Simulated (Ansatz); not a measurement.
**Single-point calculation of Ge2H2**

The run: single-point calculation of Ge2H2. Method and program: RKS PBE0-D4/def2-TZVP (Ansatz 0.2.0).

The geometry comes from this level: r2SCAN-D4/def2-TZVP.

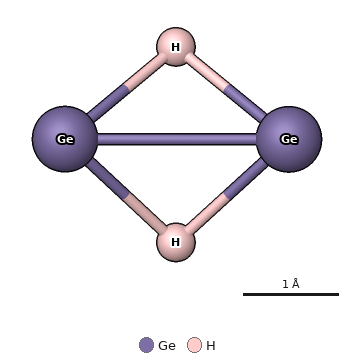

Fig. 1: The structure (ball-and-stick view, seen on its broad side). Sticks mark near contacts. Bond lengths as drawn: Ge–Ge 2.36 Å and Ge–H 1.76 Å.

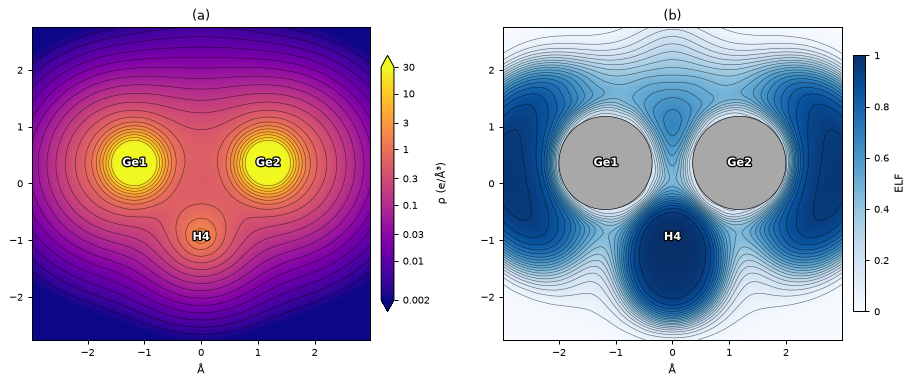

Fig. 2: (a) total electron density; (b) electron localisation function on the plane of atoms Ge1, Ge2 and H4. Grey discs, where drawn, cover atomic cores. Ge–H (1.76 Å): ρ is about 0.62 e/Å³ halfway, with its minimum of 0.55 e/Å³ about 1.0 Å from Ge; the ELF climbs to about 1 towards the hydrogen, as it does in any bond to H.

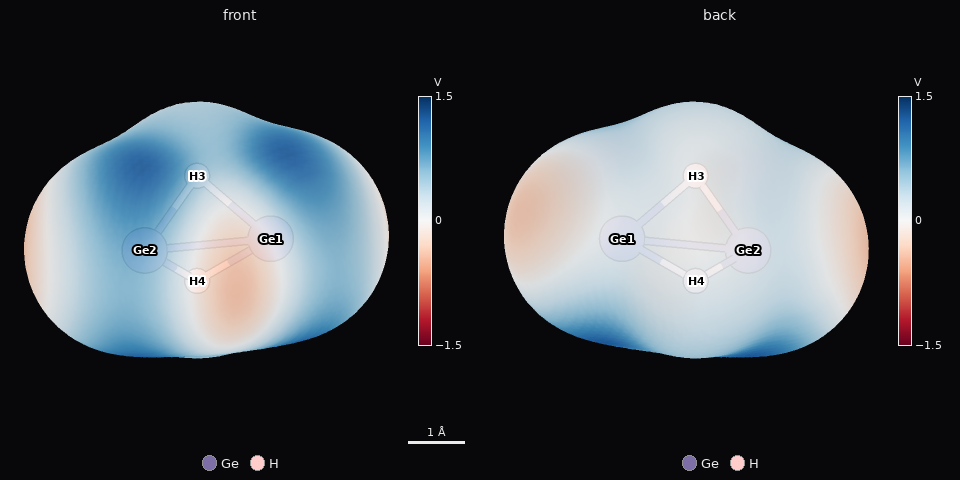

Fig. 3: The electrostatic potential painted on the density surface at 0.002 e/bohr³, seen at a tilt and from behind; red is negative and blue positive.

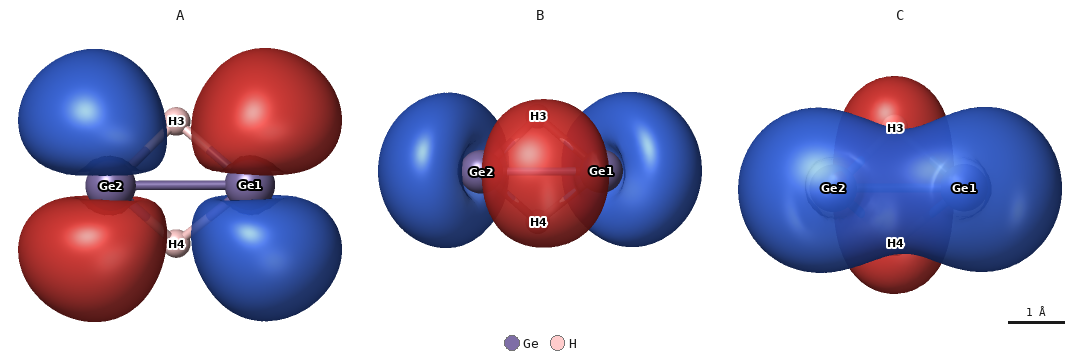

Fig. 4: Three frontier orbitals at ±0.08 Å⁻³ᐟ² (red and blue are the two phases). C is the HOMO−1 (−8.04 eV). B is the HOMO (−5.73 eV). It lies mainly on Ge1 (50 %) and Ge2 (50 %). A is the LUMO (−1.87 eV). Its weight (Hirshfeld) is mainly on Ge1 (45 %) and Ge2 (45 %); π-antibonding (π*) across Ge1–Ge2. The HOMO–LUMO gap is 3.86 eV between the orbital energies.

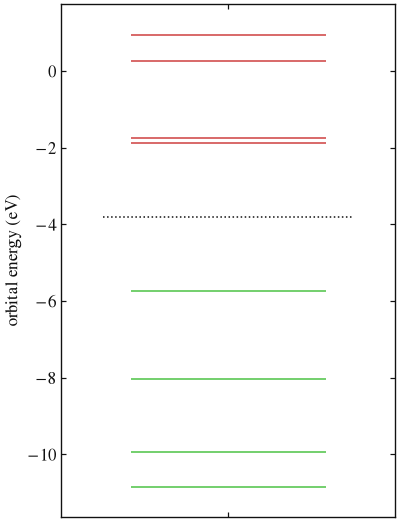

Fig. 5: Orbital energies near the frontier; the dotted line parts filled from empty levels, and levels within 0.02 eV of each other stand side by side. Highest filled −5.73 eV, lowest empty −1.87 eV, 3.86 eV apart.

These pictures come from the run below.

### The input
```yaml
crystal:
  periodic: [false, false, false]
  atoms:
    - {symbol: Ge, position_ang: [0.655987, 0.111114, -1.051094]}
    - {symbol: Ge, position_ang: [-0.088453, -0.675556, 1.040807]}
    - {symbol: H, position_ang: [0.366704, 0.927620, 0.479328]}
    - {symbol: H, position_ang: [-0.934238, -0.363189, -0.469031]}
basis:
  gaussian: {orbitals: def2-TZVP, initial_orbitals: start.molden}
hamiltonian: {xc: pbe0, dispersion: d4}
output: {orbitals: {seedname: orbitals}}
```

Launched with:
```bash
ansatz run in.yaml --threads 4 --pin off --events-out ev --progress --plain --max-ram 3916MiB
```

### Output
```
Functional definition: PBE0
  name "PBE0"
  cite "Adamo & Barone, J. Chem. Phys. 110, 6158 (1999) doi:10.1063/1.478522"
  cite "Perdew, Burke & Ernzerhof, Phys. Rev. Lett. 77, 3865 (1996) doi:10.1103/PhysRevLett.77.3865"
  parent pbe
  parameter a = 0.25
  parameter kappa = 0.804
  parameter beta = 0.06672455060314922
  exchange = (1 - a)*pbe_x(kappa = kappa, mu = beta*pi^2/3) + a*exact_x
  correlation = pbe_c(beta = beta)
890 factors; their error is unknown
mean field evaluation 1: about -113052.9905 eV, gradient 7.7e0 eV
mean field evaluation 2: about -113053.0318 eV, gradient 7.0e-2 eV
mean field evaluation 4: about -113053.5754 eV, gradient 9.4e-5 eV
mean field evaluation 8: about -113052.3539 eV, gradient 2.0e1 eV
mean field evaluation 16: about -113053.5754 eV, gradient 5.6e-4 eV
mean field -113053.57537803 eV, -4154.6422646770 hartree, gradient 1.4e-5 eV, S^2 0.000000; 1 other end points of the search recorded, 0 dependent functions left out
reference -113053.57539826 eV, -4154.6422654205 hartree; 33, 33 occupied and 75, 75 virtual orbitals, 890 factors
Total energy: -113053.64074870 eV, -4154.6446670048 hartree
```

### Results in brief

- outcome: converged
- total energy: −113053.6407 eV
- mean-field energy: −113053.5754 eV
- dispersion energy: −0.0654 eV
- SCF solution under orbital rotations: stable
- HOMO: −5.73 eV
- LUMO: −1.87 eV
- hardware: 4 threads of Arm Neoverse V2, 23 GiB of memory available, shared host
- wall time: 1 s (CPU time 3.4 s)
- peak memory: 0.2 GiB
